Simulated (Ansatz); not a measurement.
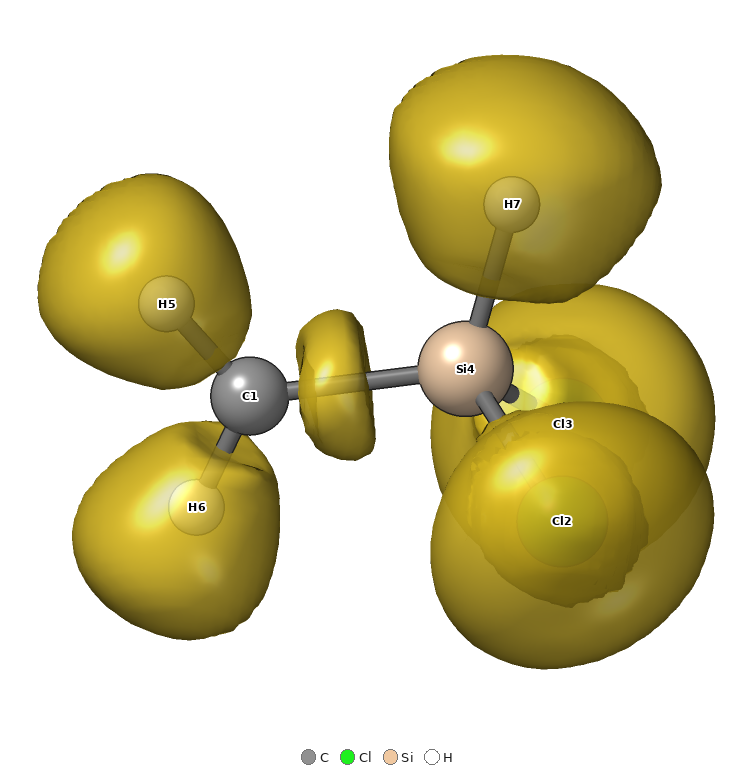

Figure. CH3Cl2Si (SMILES [CH2][SiH](Cl)Cl) (doublet). Isosurface of the electron localisation function at 0.8 (yellow), seen from one side. Only the valence region is drawn (cores and ρ < 0.01 e/Å³ removed).

Geometry: PBE0-D3(BJ)/def2-SVP.

The calculation used isolated molecule in a Gaussian basis; Kohn-Sham density functional theory, functional PBE0 in Ansatz 0.2.0.

```yaml
atoms:
  - { symbol: C, position_ang: [-1.8237, -0.3399, -0.6306] }
  - { symbol: Cl, position_ang: [-0.3329, 0.8959, 1.9059] }
  - { symbol: Cl, position_ang: [-3.2283, -0.7333, 2.1990] }
  - { symbol: Si, position_ang: [-1.4610, -0.6536, 1.1373] }
  - { symbol: H, position_ang: [-1.4157, -0.9635, -1.4331] }
  - { symbol: H, position_ang: [-2.4487, 0.5007, -0.9500] }
  - { symbol: H, position_ang: [-0.7203, -1.9188, 1.3538] }
```

Identify the bonds, lone pairs and shells in this picture.

Answer. At this value the surface marks out one region between bonded C–Si atoms (shared pairs), three regions around hydrogen nuclei and two regions on Cl in which the atom's valence shell and bonds are merged. Along the contacts the grid gives the following. C–Si (1.83 Å): the ELF peaks at about 0.95 between the atoms, as expected for a shared electron pair. Si–Cl (2.06 Å): the ELF peaks at about 0.85 between the atoms, as expected for a shared but strongly polarised pair.
